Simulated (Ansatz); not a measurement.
CdSe (wurtzite): energy over volume and axial ratio

CdSe (wurtzite)

```xyz
4
Lattice="4.3400 0.0000 0.0000 -2.1700 3.7585 0.0000 0.0000 0.0000 7.0780" Properties=species:S:1:pos:R:3 pbc="T T T"
Cd     2.1700     1.2528     0.0040
Cd     0.0000     2.5057     3.5430
Se     2.1700     1.2528     4.4212
Se     0.0000     2.5057     0.8822
```

Grid over V/V₀ and (c/a)/(c/a)₀, subscript 0 meaning the relaxed cell; the conventional c axis lies along z; no internal relaxation.

All values below come from r2SCAN (plane waves to 500 eV, PAW, scalar-relativistic; Ansatz, a first-principles code). k mesh 9×9×5 (Γ-centred), Fermi-Dirac smearing 0.05 eV. The energy includes the smearing's −TS. As the atoms are clamped, bonds stretch with the cell, which overstates energies and stresses. CdSe was relaxed with its symmetry unable to fall. The zero of ΔE is the relaxed starting cell.

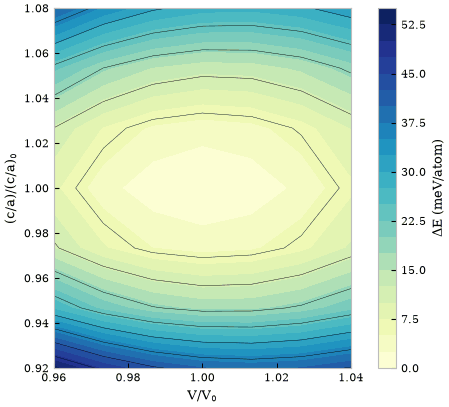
Figure. ΔE (meV/atom) over the 7×7 grid of computed points.

The modulus against c/a change at fixed volume, (3/4V)·∂²E/∂(ln c/a)² (fit, atoms clamped) comes out as 44 GPa, an upper bound as the atoms could relax. Highest place on the grid: V/V₀ = 0.960, (c/a)/(c/a)₀ = 0.920 (53.2 meV/atom). Lowest place on the grid: V/V₀ = 1.000, (c/a)/(c/a)₀ = 1.000 (0.0 meV/atom).

Near the relaxed cell σzz − σxx = −2Cδ (compression positive), C being this modulus and δ the logarithm of the ratio.

(Under strain, the slope of the energy per volume gives the stress and its curvature an elastic modulus.)
